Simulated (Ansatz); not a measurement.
# Ir(111) with 4 thermally displaced layers, 2x2: scattering by thermal displacements

How much do lattice vibrations at 500 K scatter the electrons of Ir? Layers with random displacements are laid between perfect leads, and the resistance is followed against their length.

Program: Ansatz 0.2.0. Level of theory: Ansatz plane-wave DFT, PBE, PAW files; ballistic transport by layer matching (Landauer), zero bias; PAW set soft_1. Results are calculated unless marked as measured.

### Step 1. The structure

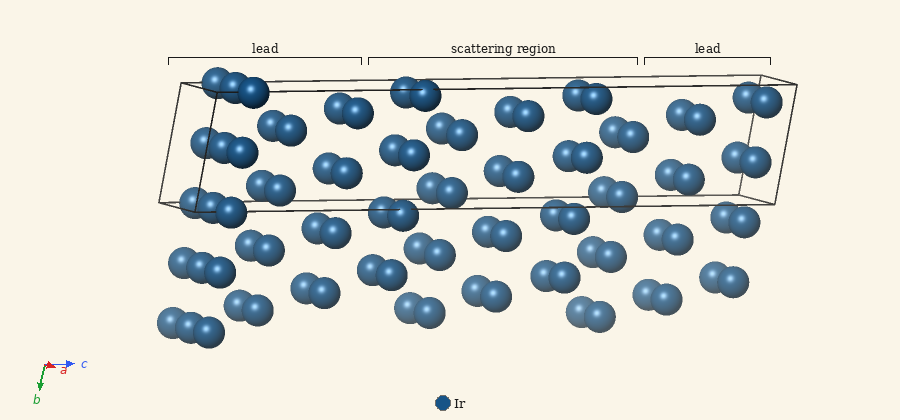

Start, viewed from the side, with the c axis across the page; iridium blue. 1×2×1 cells are drawn. Some periodic images of atoms are drawn too.

The cell holds 40 atoms: 40 Ir. Its edges and angles: a = 5.430 Å, b = 5.430 Å, c = 22.222 Å, α = 93.5°, β = 86.5°, γ = 120.0°. It derives from Ir. Regions: lead, 24 atoms (24 Ir); scattering region, 16 atoms (16 Ir). The structure is stacked along c, and the current runs across the ab planes.

### Step 2. With 4 displaced layers

Each atom of 4 layers is moved at random, by amounts drawn from a normal law 0.0468 Å wide in each direction from the Debye model (420 K) at 500 K. The layers about the cell's end stay perfect and serve as the lead. Disorder leaves little or no symmetry, which makes such runs dear. Energies from -0.05 to 0.05 eV in steps of 0.05 eV are too few for the program's thermal sum, so it prints no conductance; for a metal the transmission near the Fermi level serves, at a fraction of the cost.

Input file input.yaml:

```yaml
crystal:
  lattice:
    - [5.4297315514, 0.0, 0.0]
    - [-2.7148657757, 4.7022854592, 0.0]
    - [1.3574328878, -0.7837142432, 22.1667862353]
  atoms:
    - { symbol: Ir, position: [0.9916666667, 0.0083333333, 0.05] }
    - { symbol: Ir, position: [0.9916666667, 0.5083333333, 0.05] }
    - { symbol: Ir, position: [0.4916666667, 0.0083333333, 0.05] }
    - { symbol: Ir, position: [0.4916666667, 0.5083333333, 0.05] }
    - { symbol: Ir, position: [0.1416666667, 0.3583333333, 0.15] }
    - { symbol: Ir, position: [0.1416666667, 0.8583333333, 0.15] }
    - { symbol: Ir, position: [0.6416666667, 0.3583333333, 0.15] }
    - { symbol: Ir, position: [0.6416666667, 0.8583333333, 0.15] }
    - { symbol: Ir, position: [0.2916666667, 0.2083333333, 0.25] }
    - { symbol: Ir, position: [0.2916666667, 0.7083333333, 0.25] }
    - { symbol: Ir, position: [0.7916666667, 0.2083333333, 0.25] }
    - { symbol: Ir, position: [0.7916666667, 0.7083333333, 0.25] }
    - { symbol: Ir, position: [0.9418675019, 0.0572445231, 0.3513513249] }
    - { symbol: Ir, position: [0.9397790192, 0.5531322589, 0.3507629843] }
    - { symbol: Ir, position: [0.4578573851, 0.0675063468, 0.3485150823] }
    - { symbol: Ir, position: [0.4276516587, 0.552148231, 0.3500872] }
    - { symbol: Ir, position: [0.0709882795, 0.405718883, 0.4473710635] }
    - { symbol: Ir, position: [0.0827631285, 0.9028084201, 0.4493325903] }
    - { symbol: Ir, position: [0.6004426346, 0.4186578852, 0.4497287852] }
    - { symbol: Ir, position: [0.6000058016, 0.9018403398, 0.4507417044] }
    - { symbol: Ir, position: [0.2501784194, 0.259006992, 0.5484311782] }
    - { symbol: Ir, position: [0.231372785, 0.7538578271, 0.5504646231] }
    - { symbol: Ir, position: [0.7319852368, 0.2561966937, 0.549664027] }
    - { symbol: Ir, position: [0.7472682641, 0.7605934975, 0.5507498548] }
    - { symbol: Ir, position: [0.8851140933, 0.107319787, 0.6516542288] }
    - { symbol: Ir, position: [0.89773716, 0.5963419704, 0.6531944574] }
    - { symbol: Ir, position: [0.4070531764, 0.1161979458, 0.650558015] }
    - { symbol: Ir, position: [0.3955244604, 0.6235254631, 0.6541362464] }
    - { symbol: Ir, position: [0.0416666667, 0.4583333333, 0.75] }
    - { symbol: Ir, position: [0.0416666667, 0.9583333333, 0.75] }
    - { symbol: Ir, position: [0.5416666667, 0.4583333333, 0.75] }
    - { symbol: Ir, position: [0.5416666667, 0.9583333333, 0.75] }
    - { symbol: Ir, position: [0.1916666667, 0.3083333333, 0.85] }
    - { symbol: Ir, position: [0.1916666667, 0.8083333333, 0.85] }
    - { symbol: Ir, position: [0.6916666667, 0.3083333333, 0.85] }
    - { symbol: Ir, position: [0.6916666667, 0.8083333333, 0.85] }
    - { symbol: Ir, position: [0.8416666667, 0.1583333333, 0.95] }
    - { symbol: Ir, position: [0.8416666667, 0.6583333333, 0.95] }
    - { symbol: Ir, position: [0.3416666667, 0.1583333333, 0.95] }
    - { symbol: Ir, position: [0.3416666667, 0.6583333333, 0.95] }
kpoints:
  mp_grid: { grid: [5, 5, 1] }
hamiltonian:
  xc: pbe
  pseudopotentials: { kind: paw, azcp: { folder: soft_1 } }
scf:
  occupations: { method: fermi_dirac, width: 0.1 }
output:
  transmission:
    leads: [[0, 4]]
    kmesh: [10, 10]
    e_range: [-0.05, 0.05]
    de: 0.05
  write_potential: true
  write_density: true
  volumetric_format: npy
  elf: true
```

Started as:

```bash
$ ansatz run input.yaml --threads 4 --pin off --max-ram 15360MiB --backend cpu --events-out ev --progress --plain --runs-dir out
```

Numbers of over 12 decimals in the logs are rounded to 6 here.

Log:

```text
Engine: ansatz 0.2.0, aarch64-unknown-linux-gnu
Pseudopotentials: kind: paw
Pseudopotential: Ir, paw, valence charge 17, recommended cutoff 420 eV (normal), soft_1/Ir.paw.azcp
Functional definition: PBE
  parameter kappa = 0.804
  parameter beta = 0.066725
  exchange = pbe_x(kappa = kappa, mu = beta*pi^2/3)
  correlation = pbe_c(beta = beta)
Crystal: 40 atoms, lattice volume = 565.966 Å³
Basis set: ecut = 420 eV, 11009 PW (Γ)
Bands: 408, of which v1, the nominal top of the filled ones, is band 340 counted from 1 (339 counted from 0)
Symmetry: 1 space group operations
Space group: P1 (ITA 1), of the structure as read, at distance tolerance 8.3e-5 Å
k-points: 13 of 25 (time reversal used)
Non-local potential: Ir, projectors of the file, l = 0: 3, l = 1: 2, l = 2: 2, l = 3: 1
PAW form: soft (Blöchl's): semilocal exchange-correlation on the pseudo side does not see the compensation charge
PAW one-centre angular grid: Ir, 590 points (default); XC on 64 Gauss nodes
Initial density: superposition of atomic densities (chi_scale 0.1, normalization cell)
Initial wavefunctions: pseudopotential atomic-orbital guess
Functional: x = pbe(κ = 0.804, μ = 0.219515), c = pbe(β = 0.066725)
SCF iter   1: F=—  HF=-477476.056655 eV  |F-HF|=—  |Δ(HF+E_count)|=         —  Δρ=4.94e-2  dr2=9.87e0  ethr=3.10e-3  ⟨swp⟩=5.0  Hψ=16998  notcnv=0  defer=56
preconditioner: auto → Kerker (q_TF=auto, 2.813 Å⁻¹)  [metal: Δε(μ)=0.038 eV  Ē_g=7.091 eV  σ=0.100 eV  W_gap=0.09  n_scr=228 (ndim 8)  ℏωp=29.6 eV  f_vac=0.000  D(μ)=33.23/eV (n_scr^D=324)]
SCF iter   2: F=—  HF=-477473.782765 eV  |F-HF|=—  |Δ(HF+E_count)|=    2.27e0  Δρ=2.72e-2  dr2=2.90e0  ethr=1.45e-3  ⟨swp⟩=2.0  Hψ=6425  notcnv=0  defer=254
SCF iter   3: F=—  HF=-477472.954291 eV  |F-HF|=—  |Δ(HF+E_count)|=   8.28e-1  Δρ=3.19e-3  dr2=2.22e-2  ethr=4.27e-4  ⟨swp⟩=2.2  Hψ=7936  notcnv=0  defer=254
SCF iter   4: F=—  HF=-477472.960769 eV  |F-HF|=—  |Δ(HF+E_count)|=   6.48e-3  Δρ=5.62e-4  dr2=2.14e-3  ethr=3.26e-6  ⟨swp⟩=2.1  Hψ=8387  notcnv=0  defer=254
SCF iter   5: F=—  HF=-477472.960372 eV  |F-HF|=—  |Δ(HF+E_count)|=   3.97e-4  Δρ=9.35e-5  dr2=9.10e-5  ethr=3.15e-7  ⟨swp⟩=2.1  Hψ=7318  notcnv=0  defer=254
SCF iter   6: F=—  HF=-477472.961214 eV  |F-HF|=—  |Δ(HF+E_count)|=   8.43e-4  Δρ=1.70e-5  dr2=1.59e-5  ethr=1.34e-8  ⟨swp⟩=1.6  Hψ=5077  notcnv=0  defer=254
SCF iter   7: F=—  HF=-477472.961214 eV  |F-HF|=—  |Δ(HF+E_count)|=   2.33e-7  Δρ=4.99e-6  dr2=9.40e-7  ethr=2.34e-9  ⟨swp⟩=1.0  Hψ=5048  notcnv=0  defer=254
SCF iter   8: F=-477472.961214 eV  HF=-477472.961214 eV  |F-HF|=2.73e-8  |Δ(HF+E_count)|=   2.82e-8  Δρ=1.67e-6  dr2=3.50e-8  ethr=1.47e-11  ⟨swp⟩=7.0  Hψ=12789  notcnv=0
SCF 1 converged in 8 iterations: F = -477472.961214 eV  dr2 = 3.50e-8
  greatest PAW one-centre occupation: 1.000 electrons in one spin orbital (limit 2), on the Ir atom at site 13 (counted from 0), in its partial waves of l = 0
transmission: 210 of 2080 steps passed
transmission: 416 of 2080 steps passed
[...]
transmission: 2080 of 2080 steps passed
SCF converged after 8 iterations
Free energy (F): -477472.961214 eV
Harris-Foulkes:  -477472.961214 eV  (|F-HF|=2.73e-8)
Internal energy: -477471.788416 eV  (E = F + TS)
E sigma→0 (E₀):  -477472.374815 eV
Entropy (-TS):   -1.172798 eV (-29.320 meV/atom)
Fermi energy:    25.827805 eV
--- Per-component energies (eV) ---
  E_band       = -3320.428996
  E_kinetic    = 21623.980408
  E_local      = -44050.387500  (includes V_loc(G=0)·N_el)
  E_nonlocal   = 7596.448669
  E_hartree    = 16508.821887
  E_xc         = -9224.285104
  E_vxc        = -10287.705702  (∫ρ·V_xc dr)
  E_paw        = -370607.369756  (= ΣΔE_a)
  E_vpaw       = -11220.441718  (= ΣTr[D̂ρ^β])
  E_aug_tail   = 0.013857  (compensation charges beyond the density's cutoff)
  E_ewald      = -99319.010877
  E_smearing   = -1.172798  (= −TS)
  E_closure    = 0.000000  (closes the sum)
  Σ components = -477472.961214   (vs F -477472.961214, Δ=0.00e0)
--- Band table (eV; the first three rows and the last of 13) ---
  k-point 0: bands = [... 336 lower, 26.6653, 26.6733, 26.6888, 26.6892, 26.6963, 26.7027, 26.7097, 26.7137, ... 64 higher]
  k-point 1: bands = [... 336 lower, 26.1102, 26.1250, 26.1340, 26.1509, 26.1817, 26.2349, 26.2558, 26.2852, ... 64 higher]
  k-point 2: bands = [... 336 lower, 25.1259, 25.1761, 25.2344, 25.3456, 25.3703, 25.4112, 25.4968, 25.5220, ... 64 higher]
  k-point 12: bands = [... 336 lower, 25.7368, 25.7852, 25.8204, 25.8447, 25.8567, 25.8858, 25.9147, 25.9416, ... 64 higher]
--- Transmission ---
  basis      : 223 plane waves across, 40 finite elements along
  points     : 52, standing for a mesh of 10 x 10
  energies   : 3 from -0.050000 to 0.050000 eV about the Fermi level, 0.050000 eV apart; the leads are filled to 0.000000 eV, and channels, transmission and decay are at 0.000000 eV
  crystal 0  : Ir4, at the sites [0, 4], period 2.2167 Å, over 13.30 Å; its Hamiltonian steps by up to 6.3 meV
    offset         : up to 0.0000 Å between an atom of the period and one for which it stands
    channels       : 5.780000e0 a spin
    conductance    : none, the energies end too early or step too widely for 300 K: set another output.transmission.e_range or a lower de, or, where they end at an eighth of basis.ecutwfc, a higher one
  junction   : crystal 0 to crystal 0, 0.70 to 20.65 Å
    transmission   : 5.360304e0 a spin
    conductance    : none, the energies end too early or step too widely for 300 K: set another output.transmission.e_range or a lower de, or, where they end at an eighth of basis.ecutwfc, a higher one
```

Elapsed: 9.8 min, on 4 threads of Arm Neoverse V1, shared host; peak memory 5.1 GiB; 36 min of CPU time.

Reading the cycles: dr2 is the Hartree energy of the density residual (eV), the measure of convergence; HF is the Harris–Foulkes estimate of the energy, which meets the free energy F at convergence.

Numbers from this step:

| Quantity | Value |
| --- | --- |
| free energy | -477472.9612 eV |
| energy at zero smearing | -477472.3748 eV |
| Fermi energy | 25.83 eV |
| cell area | 25.53 Å² |
| transmission per spin nearest the Fermi level | 5.360 |
| open channels per spin nearest the Fermi level | 5.78 |
| step of the lead's potential | 6.3 meV |

Per spin. Transmission, zone mean against energy, zero at the Fermi level:

| energy (eV) | transmission, zone mean |
| --- | --- |
| -0.0500 | 5.48 |
| 0.0000 | 5.36 |
| 0.0500 | 5.64 |

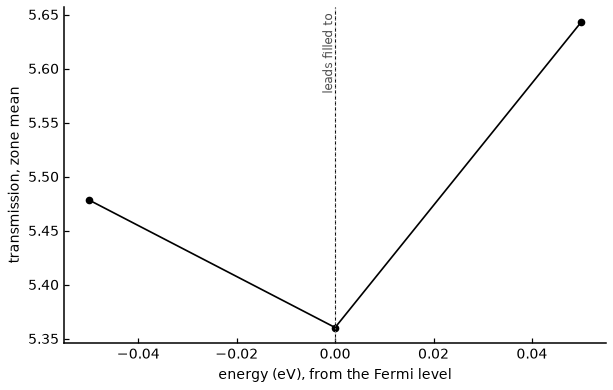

Transmission, zone mean, plotted against energy.

Per spin. Open channels, zone mean, lead against energy, zero at the Fermi level:

| energy (eV) | open channels, zone mean, lead |
| --- | --- |
| -0.0500 | 5.9 |
| 0.0000 | 5.78 |
| 0.0500 | 6.14 |

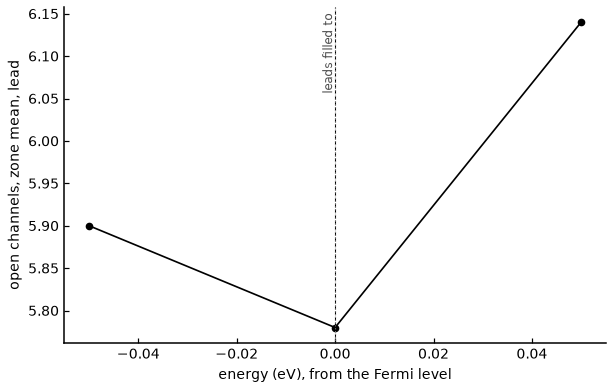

Open channels, zone mean, lead against energy.

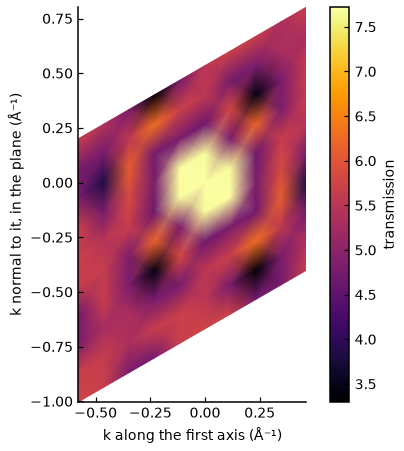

Transmission over k1 and k2. At 0.0000 eV from the Fermi level.

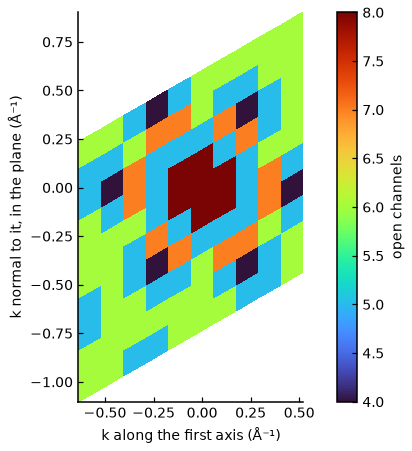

Open channels over k1 and k2. At 0.0000 eV from the Fermi level.

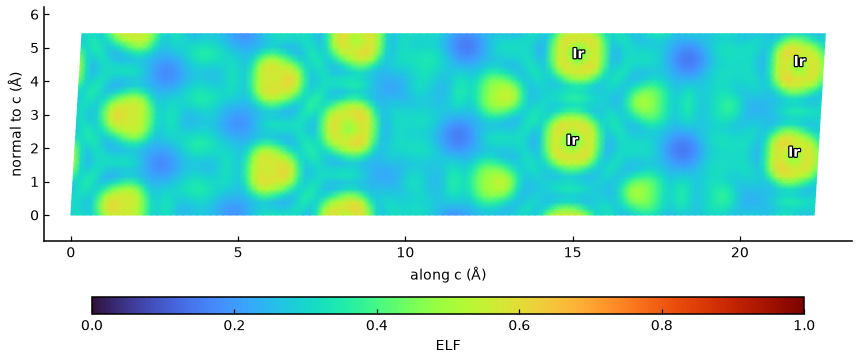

ELF in the ca plane at fractional y = 0.116, with atoms of Ir within 0.2 Å of it. It is the smooth field of the valence electrons, not physical close to the nuclei.

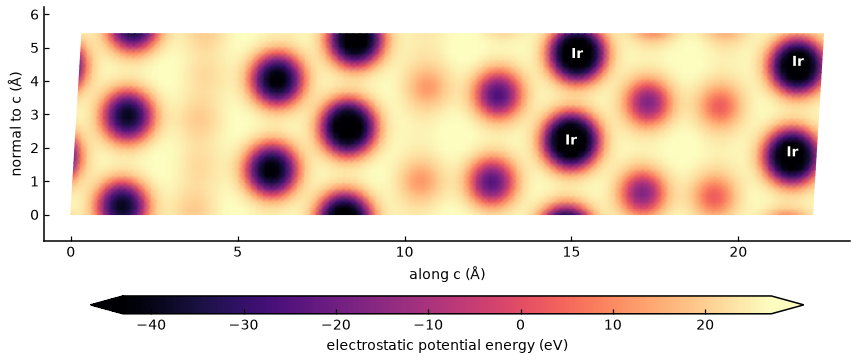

Electrostatic potential energy in the ca plane at fractional y = 0.116, with atoms of Ir within 0.2 Å of it. With pseudopotentials it is smooth inside the atoms' cores, unlike the true potential.

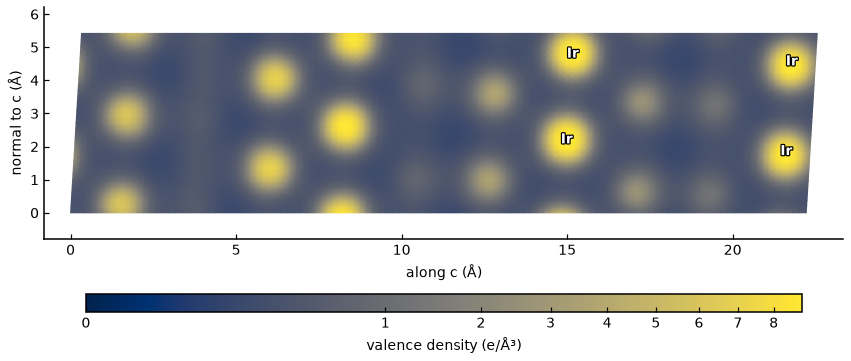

Valence density in the ca plane at fractional y = 0.116, with atoms of Ir within 0.2 Å of it. It is the smooth field of the valence electrons, not physical close to the nuclei. The colour scale is stretched toward low values.

Over the solved energies the transmission per spin lies between 5.36 and 5.64, out of 5.94 channels of the lead on average (up to 6.14).

(Continued in part 2 of 2.)

[Logs are printed without paths, hosts, clocks, repeated set-up lines and the standing remarks that a program may print on its own settings, such as how far it seeks lower states.]

[Hosts, paths, dates, database ids (printed as entryN), source tags and the programs' standing remarks are cut or masked in the printed files.]
